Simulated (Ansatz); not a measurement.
## Fields on a plane of Nb4GaSe8 (space group F-43m)

```xyz
13
Lattice="0.0000 5.1825 5.1825 5.1825 0.0000 5.1825 5.1825 5.1825 0.0000" Properties=species:S:1:pos:R:3 pbc="T T T"
Nb     3.6586     3.6586     1.5239
Nb     3.6586     1.5239     3.6586
Nb     1.5239     3.6586     3.6586
Nb     1.5239     1.5239     1.5239
Ga     7.7738     7.7738     7.7738
Se     6.3715     6.3715     9.1760
Se     6.3715     9.1760     6.3715
Se     9.1760     6.3715     6.3715
Se     9.1760     9.1760     9.1760
Se     4.0007     4.0007     4.0007
Se     6.3643     6.3643     4.0007
Se     6.3643     4.0007     6.3643
Se     4.0007     6.3643     6.3643
```

The slice is a {110} plane (indices of the conventional cell) through the point (0.750, 0.750, 0.750) (fractional), spanned by u = [100] and v = [1 -1 -1] in vectors of this cell: u (7.33 Å) and v (10.37 Å, at 90° to u). It covers one period; positions are fractions (u, v).

Atoms on it: Nb at (0.21, 0.60); Nb at (0.79, 0.60); Ga at (0.00, 0.00); Se at (0.73, 0.86); Se at (0.27, 0.86); Se at (0.27, 0.36); Se at (0.73, 0.36).

Computed with PBEsol (plane waves to 420 eV, PAW, scalar-relativistic; Ansatz, a quantum-chemistry and plane-wave program). k mesh 6×6×6. These are valence fields of a PAW run, semicore shells included where kept as valence: close to a nucleus they are smooth pseudo fields. Nb4GaSe8 is run without spin polarisation. Nb4GaSe8 was relaxed with its symmetry unable to fall.

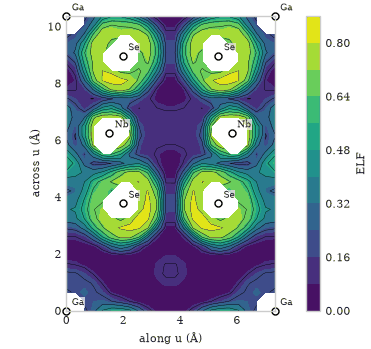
Figure: Electron localisation function (ELF), one period of the plane, atoms marked. Points within 0.5 Å of a nucleus are left white, as the pseudised field means little there.

```
|xxxxxx002211000044779999999977440000112200xxxx|
|xxxxxx0000xxxxxxxx337788887733xxxxxxxx0000xxxx|
|xx000000xxxxxxxxxxxx55888855xxxxxxxxxxxx000000|
|44554400xxxxxxxxxxxx33777733xxxxxxxxxxxx004455|
|88776600xxxxxxxxxxxx33777733xxxxxxxxxxxx006677|
|99997733xxxxxxxxxx005577775500xxxxxxxxxx337799|
|9999886611xxxxxx0044778888774400xxxxxx11668899|
|9999886644221122446688888888664422112244668899|
|8877552200000022557788888888775522000000225577|
|77550000xxxxxx00226677888877662200xxxxxx000055|
|552200xxxxxxxxxx0044667777664400xxxxxxxxxx0022|
|3300xxxxxxxxxxxx0033667777663300xxxxxxxxxxxx00|
|3300xxxxxxxxxxxx0033668888663300xxxxxxxxxxxx00|
|4411xxxxxxxxxxxx0044778888774400xxxxxxxxxxxx11|
|664400xxxxxxxx00116688999988661100xxxxxxxx0044|
|6666330000000011557799999999775511000000003366|
|6666554411000000337799999999773300000011445566|
|4444553300xxxxxxxx337799997733xxxxxxxx00335544|
|33334400xxxxxxxxxxxx55888855xxxxxxxxxxxx004433|
|33443300xxxxxxxxxxxx44888844xxxxxxxxxxxx003344|
|55555500xxxxxxxxxxxx44888844xxxxxxxxxxxx004455|
|77776622xxxxxxxxxx006688886600xxxxxxxxxx226677|
|8888886611xxxxxx0044889999884400xxxxxx11668888|
|9999998877553344668899999999886644335577889999|
|9999999999888888889999999999998888888899999999|
|9999999999999999999999999999999999999999999999|
|8888889999999999999999888899999999999999998888|
|4455667788999999999999888899999999999988776655|
|xx00115577999999999999999999999999999977551100|
|xxxxxx116688999999999999999999999999886611xxxx|
|xxxxxx004477889999999999999999999988774400xxxx|
|xxxxxxxx33666677889999999999998877666633xxxxxx|
```
Scale: ten equal steps from 0.00 (start of '0') to 8.69 (end of '9'), in the order '0123456789'. Values: electrostatic potential energy of an electron, from the cell's mean, in eV. The map has 23 points along u (two characters each, u = 0 at the left) and 32 along v (v = 0 in the bottom row). Points within 1 Å of a nucleus are blanked (x), as the pseudised field means little there. Values under 0 eV are set to 0. The zero, the cell's mean, hangs on the PAW cores.
